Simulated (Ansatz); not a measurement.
# BH5OSSi2: the cost of one run

Program: the Python package of Ansatz 0.2.0. Level of theory: MP2/6-31G*. These are calculated values, not measurements.

**1. Starting point**

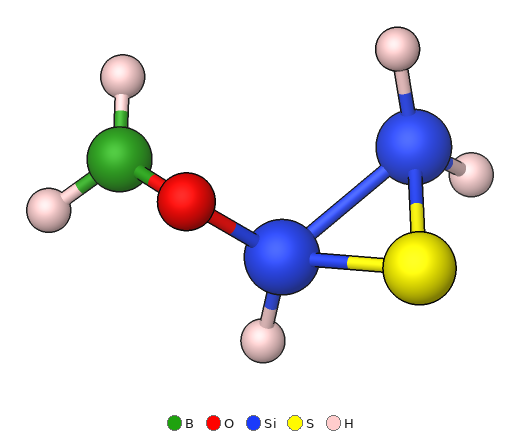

The structure that the script starts from, seen from a chosen angle (boron green, oxygen red, silicon blue, sulfur yellow, hydrogen pink).

The script holds or builds the structure itself.

**2. The code**

run_spin.py

```python
"""Vertical spin-state energies of BH5OSSi2."""

import ansatz as az
from ase import Atoms

BASIS_SET = "6-31G*"
METHOD = "mp2"


def main() -> None:
    atoms = Atoms(["B", "O", "Si", "Si", "S", "H", "H", "H", "H", "H"], positions=[
        (-0.6163, 1.5464, 1.2009),
        (-0.753, 0.139, 1.3521),
        (-0.7362, -0.4885, -0.2577),
        (1.3891, -1.0455, -0.9197),
        (-0.0811, -2.5639, -0.2542),
        (0.3881, 2.144, 1.2014),
        (-1.6245, 2.2391, 1.1092),
        (-1.7701, -0.1868, -1.1781),
        (1.5022, -1.0492, -2.3329),
        (2.3848, -0.7858, 0.0821),
    ])
    mol = az.Crystal.molecule_from_ase(atoms)

    job = (
        mol.calculation()
        .basis(gaussian=BASIS_SET)
        .correlation(METHOD)  # correlation on top of the mean field
    )
    found = {}
    for unpaired in [0, 2]:
        rep = job.spin("collinear", total=unpaired).run(threads=1).report
        s = unpaired / 2
        found[unpaired] = rep["free_energy_ev"]
        print(f"2S+1 = {unpaired + 1}: E = {found[unpaired]:.5f} eV, <S^2> = {abs(rep['mean_field']['state']['spin_squared']):.3f} (pure state {s * (s + 1):.2f})")
    lowest = min(found, key=found.get)
    for unpaired, e in found.items():
        print(f"multiplicity {unpaired + 1}: {23.060548 * (e - found[lowest]):.1f} kcal/mol above the lowest")


if __name__ == "__main__":
    main()
```

**3. What the engine is handed**

The package turns the script's settings into the engine's input (first run):

```yaml
crystal:
  periodic: [false, false, false]
  atoms:
    - { symbol: B, position_ang: [-0.6163, 1.5464, 1.2009] }
    - { symbol: O, position_ang: [-0.753, 0.139, 1.3521] }
    - { symbol: Si, position_ang: [-0.7362, -0.4885, -0.2577] }
    - { symbol: Si, position_ang: [1.3891, -1.0455, -0.9197] }
    - { symbol: S, position_ang: [-0.0811, -2.5639, -0.2542] }
    - { symbol: H, position_ang: [0.3881, 2.144, 1.2014] }
    - { symbol: H, position_ang: [-1.6245, 2.2391, 1.1092] }
    - { symbol: H, position_ang: [-1.7701, -0.1868, -1.1781] }
    - { symbol: H, position_ang: [1.5022, -1.0492, -2.3329] }
    - { symbol: H, position_ang: [2.3848, -0.7858, 0.0821] }
basis:
  gaussian:
    orbitals: "6-31G*"
magnetization:
  spin_polarized: true
  initial_magnetization: 0.0
correlation:
  method: mp2
```

**4. Launch**

Started as:

```bash
python run_spin.py
```

Q: Estimate wall time and peak memory on 1 thread of Arm Neoverse V1, shared host.

About 23 s, with a peak of 0.38 GiB.
